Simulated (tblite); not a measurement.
# C7H12BP: the cost of one run

Programs: tblite 0.8.0 and PySCF 2.14.0, with density-fitted response routines of our own. Each step states its level of theory. These are calculated values for one molecule in the gas phase, unless marked as measured. Atoms are numbered from 0 throughout.

## 1. The molecule as given

21 atoms, charge 0, multiplicity 1; geometry from: force field or distance geometry start.

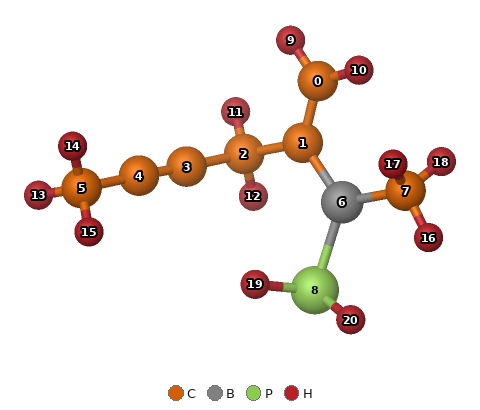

The starting geometry (carbon orange, boron grey, phosphorus green, hydrogen red), atoms numbered.

## 2. Optimising the geometry with GFN2-xTB

What the job is given:

```
{"job": {"kind": "relax", "xc": "GFN2-xTB", "basis": "xTB"}, "charge": 0, "multiplicity": 1}
C     -1.012300    -1.940300     0.681000
C     -0.650500    -1.072500    -0.289700
C      0.708500    -1.257400    -0.941700
C      1.709200    -0.428700    -0.274900
C      2.536700     0.238000     0.298400
C      3.535300     1.061700     0.964900
B     -1.575600     0.157400    -0.678500
C     -3.028600     0.320800    -0.040900
P     -0.960500     1.465100    -1.965900
H     -0.381100    -2.763700     0.975800
H     -1.970100    -1.842000     1.202000
H      1.017100    -2.320500    -0.914600
H      0.643700    -0.959100    -2.004200
H      4.534800     0.902600     0.490700
H      3.589200     0.784800     2.040100
H      3.255200     2.133200     0.896400
H     -3.554300     1.196400    -0.476800
H     -2.953800     0.451000     1.052300
H     -3.634500    -0.589900    -0.253100
H      0.093600     1.971400    -1.096300
H     -1.910900     2.508600    -1.572200
```

On the command line:

```bash
$ OMP_NUM_THREADS=1 python probes_run.py task.json out
```

One launch serves the whole session: the jobs run in the order shown.

**Question.** How long does this first job take on 1 thread of Intel Xeon at 2.50GHz, shared host, and how much memory does it need?

About 2.4 s, with a peak of 0.18 GiB.
